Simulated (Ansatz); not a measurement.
BSiHClF: molecular dynamics (part 2 of 2)

BSiHClF; RKS PBE0-D4/def2-SVP (Ansatz 0.2.0). 

Geometry of the input (Å):
```
F  0.0563  -1.6428  1.7915
B  0.2360  -1.1038  0.6139
Si 0.0384  0.5643  -0.1717
Cl -1.4678  0.8175  -1.5256
H  1.1371  1.3648  -0.7081
```

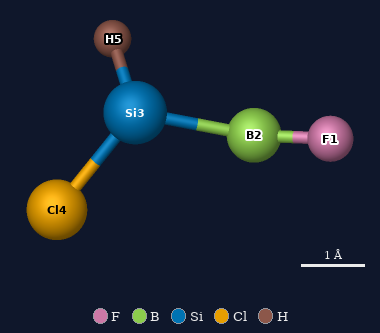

Fig. 1: The geometry at step 18 of the log (ball-and-stick view, seen at a tilt; atoms are numbered from 1 in the order of the input).

Trajectory as extended XYZ, continued:
```
5
Properties=species:S:1:pos:R:3:forces:R:3 step=6 time_fs=4.5 energy=-23789.36239 temperature=992.5
F     0.0804   -1.6804    1.7983    0.0226  -0.4084   0.0949
B     0.1934   -1.0925    0.6678    0.1424   0.0826  -0.0443
Si    0.0309    0.5851   -0.1878    0.7950   1.1335   0.4665
Cl   -1.4645    0.8192   -1.5309   -0.8051  -0.1423  -0.7281
H     1.2290    1.3140   -0.7772   -0.1547  -0.6654   0.2111
5
Properties=species:S:1:pos:R:3:forces:R:3 step=7 time_fs=5.2 energy=-23789.37319 temperature=1020.5
F     0.0845   -1.6870    1.7992   -0.0117  -0.4798   0.3164
B     0.1865   -1.0910    0.6777    0.1691   0.2814  -0.3659
Si    0.0300    0.5894   -0.1903    0.9237   1.0282   0.5783
Cl   -1.4643    0.8194   -1.5322   -0.8314  -0.1351  -0.7641
H     1.2460    1.2954   -0.7865   -0.2497  -0.6948   0.2354
5
Properties=species:S:1:pos:R:3:forces:R:3 step=8 time_fs=6.0 energy=-23789.38377 temperature=1048.0
F     0.0886   -1.6937    1.8001   -0.0397  -0.5452   0.5164
B     0.1796   -1.0894    0.6873    0.1890   0.4668  -0.6616
Si    0.0293    0.5939   -0.1927    1.0138   0.9049   0.6994
Cl   -1.4643    0.8196   -1.5335   -0.8522  -0.1284  -0.7956
H     1.2615    1.2731   -0.7944   -0.3110  -0.6983   0.2414
5
Properties=species:S:1:pos:R:3:forces:R:3 step=9 time_fs=6.8 energy=-23789.39527 temperature=1077.8
F     0.0927   -1.7006    1.8012   -0.0609  -0.5968   0.6812
B     0.1728   -1.0876    0.6966    0.2016   0.6289  -0.9154
Si    0.0288    0.5986   -0.1949    1.0634   0.7680   0.8268
Cl   -1.4644    0.8197   -1.5350   -0.8669  -0.1222  -0.8218
H     1.2754    1.2470   -0.8011   -0.3372  -0.6779   0.2291
5
Properties=species:S:1:pos:R:3:forces:R:3 step=10 time_fs=7.5 energy=-23789.40844 temperature=1111.8
F     0.0968   -1.7076    1.8025   -0.0753  -0.6269   0.7983
B     0.1661   -1.0854    0.7055    0.2067   0.7578  -1.1130
Si    0.0284    0.6034   -0.1970    1.0725   0.6224   0.9573
Cl   -1.4646    0.8199   -1.5366   -0.8752  -0.1166  -0.8417
H     1.2875    1.2172   -0.8065   -0.3286  -0.6368   0.1991
5
Properties=species:S:1:pos:R:3:forces:R:3 step=11 time_fs=8.2 energy=-23789.42346 temperature=1150.5
F     0.1008   -1.7148    1.8041   -0.0835  -0.6284   0.8578
B     0.1595   -1.0829    0.7138    0.2049   0.8455  -1.2433
Si    0.0283    0.6083   -0.1989    1.0428   0.4740   1.0872
Cl   -1.4650    0.8200   -1.5384   -0.8767  -0.1116  -0.8549
H     1.2979    1.1840   -0.8109   -0.2875  -0.5794   0.1531
5
Properties=species:S:1:pos:R:3:forces:R:3 step=12 time_fs=9.0 energy=-23789.43998 temperature=1193.0
F     0.1048   -1.7222    1.8059   -0.0867  -0.5962   0.8542
B     0.1531   -1.0799    0.7215    0.1972   0.8855  -1.2998
Si    0.0284    0.6134   -0.2005    0.9788   0.3291   1.2127
Cl   -1.4655    0.8201   -1.5402   -0.8709  -0.1074  -0.8607
H     1.3066    1.1477   -0.8145   -0.2183  -0.5110   0.0935
5
Properties=species:S:1:pos:R:3:forces:R:3 step=13 time_fs=9.8 energy=-23789.45727 temperature=1237.4
F     0.1088   -1.7298    1.8079   -0.0865  -0.5273   0.7866
B     0.1467   -1.0765    0.7285    0.1850   0.8748  -1.2811
Si    0.0287    0.6185   -0.2020    0.8880   0.1944   1.3290
Cl   -1.4661    0.8202   -1.5422   -0.8579  -0.1040  -0.8589
H     1.3142    1.1087   -0.8175   -0.1285  -0.4379   0.0245
5
Properties=species:S:1:pos:R:3:forces:R:3 step=14 time_fs=10.5 energy=-23789.47445 temperature=1281.7
F     0.1128   -1.7375    1.8101   -0.0846  -0.4217   0.6591
B     0.1404   -1.0727    0.7349    0.1701   0.8132  -1.1916
Si    0.0291    0.6236   -0.2032    0.7815   0.0769   1.4305
Cl   -1.4668    0.8203   -1.5444   -0.8377  -0.1017  -0.8496
H     1.3211    1.0673   -0.8204   -0.0293  -0.3667  -0.0485
5
Properties=species:S:1:pos:R:3:forces:R:3 step=15 time_fs=11.2 energy=-23789.49080 temperature=1323.8
F     0.1168   -1.7453    1.8126   -0.0828  -0.2823   0.4803
B     0.1342   -1.0684    0.7407    0.1541   0.7040  -1.0402
Si    0.0297    0.6288   -0.2041    0.6739  -0.0176   1.5110
Cl   -1.4677    0.8203   -1.5466   -0.8105  -0.1005  -0.8327
H     1.3279    1.0239   -0.8236    0.0653  -0.3035  -0.1184
5
Properties=species:S:1:pos:R:3:forces:R:3 step=16 time_fs=12.0 energy=-23789.50584 temperature=1362.6
F     0.1207   -1.7533    1.8151   -0.0825  -0.1145   0.2621
B     0.1281   -1.0638    0.7459    0.1387   0.5534  -0.8396
Si    0.0304    0.6339   -0.2047    0.5810  -0.0851   1.5637
Cl   -1.4688    0.8203   -1.5490   -0.7769  -0.1008  -0.8088
H     1.3350    0.9789   -0.8274    0.1397  -0.2530  -0.1774
5
Properties=species:S:1:pos:R:3:forces:R:3 step=17 time_fs=12.8 energy=-23789.51936 temperature=1397.4
F     0.1246   -1.7612    1.8178   -0.0847   0.0745   0.0179
B     0.1221   -1.0589    0.7508    0.1249   0.3699  -0.6047
Si    0.0313    0.6390   -0.2050    0.5181  -0.1248   1.5827
Cl   -1.4699    0.8204   -1.5515   -0.7374  -0.1026  -0.7780
H     1.3428    0.9325   -0.8321    0.1790  -0.2170  -0.2180
5
Properties=species:S:1:pos:R:3:forces:R:3 step=18 time_fs=13.5 energy=-23789.53115 temperature=1427.7
F     0.1285   -1.7691    1.8204   -0.0899   0.2768  -0.2382
B     0.1161   -1.0538    0.7553    0.1136   0.1634  -0.3509
Si    0.0322    0.6441   -0.2050    0.4960  -0.1398   1.5646
Cl   -1.4711    0.8204   -1.5541   -0.6927  -0.1061  -0.7409
H     1.3517    0.8849   -0.8381    0.1730  -0.1942  -0.2346
5
Properties=species:S:1:pos:R:3:forces:R:3 step=19 time_fs=14.2 energy=-23789.54085 temperature=1452.7
F     0.1323   -1.7770    1.8230   -0.0984   0.4838  -0.4933
B     0.1102   -1.0487    0.7597    0.1051  -0.0557  -0.0930
Si    0.0332    0.6492   -0.2047    0.5185  -0.1365   1.5090
Cl   -1.4725    0.8204   -1.5569   -0.6436  -0.1114  -0.6980
H     1.3614    0.8363   -0.8453    0.1183  -0.1801  -0.2248
5
Properties=species:S:1:pos:R:3:forces:R:3 step=20 time_fs=15.0 energy=-23789.54792 temperature=1470.7
F     0.1362   -1.7847    1.8255   -0.1097   0.6877  -0.7361
B     0.1043   -1.0435    0.7640    0.0996  -0.2771   0.1560
Si    0.0344    0.6543   -0.2041    0.5815  -0.1233   1.4195
Cl   -1.4739    0.8204   -1.5597   -0.5908  -0.1183  -0.6496
H     1.3718    0.7868   -0.8537    0.0195  -0.1690  -0.1898
5
Properties=species:S:1:pos:R:3:forces:R:3 step=21 time_fs=15.8 energy=-23789.55175 temperature=1480.5
F     0.1400   -1.7922    1.8277   -0.1234   0.8813  -0.9577
B     0.0985   -1.0386    0.7684    0.0966  -0.4911   0.3853
Si    0.0356    0.6593   -0.2033    0.6738  -0.1085   1.3030
Cl   -1.4755    0.8203   -1.5627   -0.5351  -0.1267  -0.5963
H     1.3823    0.7363   -0.8631   -0.1119  -0.1550  -0.1343
5
Properties=species:S:1:pos:R:3:forces:R:3 step=22 time_fs=16.5 energy=-23789.55208 temperature=1481.4
F     0.1437   -1.7995    1.8296   -0.1387   1.0588  -1.1513
B     0.0927   -1.0338    0.7729    0.0956  -0.6894   0.5867
Si    0.0370    0.6643   -0.2022    0.7809  -0.0991   1.1681
Cl   -1.4771    0.8203   -1.5657   -0.4771  -0.1364  -0.5385
H     1.3922    0.6850   -0.8732   -0.2606  -0.1340  -0.0651
5
Properties=species:S:1:pos:R:3:forces:R:3 step=23 time_fs=17.2 energy=-23789.54921 temperature=1474.1
F     0.1474   -1.8065    1.8313   -0.1547   1.2151  -1.3119
B     0.0869   -1.0294    0.7778    0.0959  -0.8647   0.7539
Si    0.0385    0.6693   -0.2008    0.8871  -0.0995   1.0243
Cl   -1.4788    0.8202   -1.5688   -0.4175  -0.1470  -0.4767
H     1.4007    0.6330   -0.8838   -0.4108  -0.1039   0.0105
5
Properties=species:S:1:pos:R:3:forces:R:3 step=24 time_fs=18.0 energy=-23789.54409 temperature=1461.1
F     0.1511   -1.8131    1.8325   -0.1704   1.3465  -1.4367
B     0.0813   -1.0255    0.7831    0.0965  -1.0113   0.8829
Si    0.0402    0.6743   -0.1993    0.9792  -0.1118   0.8800
Cl   -1.4806    0.8201   -1.5720   -0.3568  -0.1583  -0.4115
H     1.4069    0.5804   -0.8942   -0.5484  -0.0652   0.0853
5
Properties=species:S:1:pos:R:3:forces:R:3 step=25 time_fs=18.8 energy=-23789.53816 temperature=1446.0
F     0.1547   -1.8193    1.8334   -0.1851   1.4499  -1.5239
B     0.0756   -1.0220    0.7888    0.0965  -1.1247   0.9714
Si    0.0421    0.6792   -0.1976    1.0473  -0.1358   0.7422
Cl   -1.4824    0.8199   -1.5753   -0.2956  -0.1697  -0.3435
H     1.4102    0.5274   -0.9042   -0.6631  -0.0198   0.1538
5
Properties=species:S:1:pos:R:3:forces:R:3 step=26 time_fs=19.5 energy=-23789.53302 temperature=1433.0
F     0.1583   -1.8251    1.8338   -0.1976   1.5229  -1.5725
B     0.0701   -1.0191    0.7950    0.0948  -1.2013   1.0183
Si    0.0442    0.6841   -0.1957    1.0855  -0.1698   0.6157
Cl   -1.4842    0.8198   -1.5786   -0.2345  -0.1811  -0.2734
H     1.4100    0.4744   -0.9133   -0.7482   0.0293   0.2119
5
Properties=species:S:1:pos:R:3:forces:R:3 step=27 time_fs=20.2 energy=-23789.53010 temperature=1425.6
F     0.1618   -1.8305    1.8337   -0.2071   1.5637  -1.5825
B     0.0645   -1.0168    0.8017    0.0903  -1.2388   1.0233
Si    0.0465    0.6890   -0.1938    1.0912  -0.2116   0.5040
Cl   -1.4861    0.8196   -1.5820   -0.1741  -0.1919  -0.2016
H     1.4057    0.4215   -0.9214   -0.8003   0.0786   0.2568
5
Properties=species:S:1:pos:R:3:forces:R:3 step=28 time_fs=21.0 energy=-23789.53033 temperature=1426.2
F     0.1653   -1.8355    1.8333   -0.2126   1.5707  -1.5540
B     0.0590   -1.0152    0.8089    0.0818  -1.2355   0.9873
Si    0.0490    0.6939   -0.1917    1.0642  -0.2582   0.4087
Cl   -1.4881    0.8194   -1.5853   -0.1149  -0.2020  -0.1289
H     1.3971    0.3690   -0.9280   -0.8186   0.1250   0.2869
5
Properties=species:S:1:pos:R:3:forces:R:3 step=29 time_fs=21.8 energy=-23789.53399 temperature=1435.6
F     0.1687   -1.8399    1.8323   -0.2130   1.5428  -1.4877
B     0.0536   -1.0141    0.8166    0.0681  -1.1907   0.9115
Si    0.0517    0.6987   -0.1895    1.0060  -0.3065   0.3305
Cl   -1.4900    0.8191   -1.5887   -0.0573  -0.2110  -0.0559
H     1.3841    0.3172   -0.9331   -0.8039   0.1653   0.3016
5
Properties=species:S:1:pos:R:3:forces:R:3 step=30 time_fs=22.5 energy=-23789.54061 temperature=1452.5
F     0.1720   -1.8440    1.8310   -0.2073   1.4792  -1.3845
B     0.0482   -1.0137    0.8248    0.0480  -1.1040   0.7977
Si    0.0546    0.7034   -0.1873    0.9196  -0.3535   0.2690
Cl   -1.4920    0.8189   -1.5922   -0.0018  -0.2185   0.0169
H     1.3668    0.2663   -0.9365   -0.7585   0.1969   0.3009
```

Key numbers:

| quantity | value |
| --- | --- |
| outcome | finished |
| mean temperature over the second half | 1434 K |
| trajectory | 30 steps, 22.5 fs |
| ensemble | nve |
| temperature in the input | 700 K |
| time step | 0.75 fs |
| potential energy (last step) | −23789.5406 eV |
| mean-field energy (last step) | −23789.4380 eV |
| dispersion energy (last step) | −0.1026 eV |
| SCF solution under orbital rotations (last step) | stable |
| largest force (length of the vector) (last step) | 2.037 eV/Å |
| dipole moment (last step) | 2.33 D |
| hardware | 1 CPU thread, shared host |
| wall time | 60 s |
| peak memory | 0.16 GiB |

Notes:

So short a trajectory is not equilibrated.
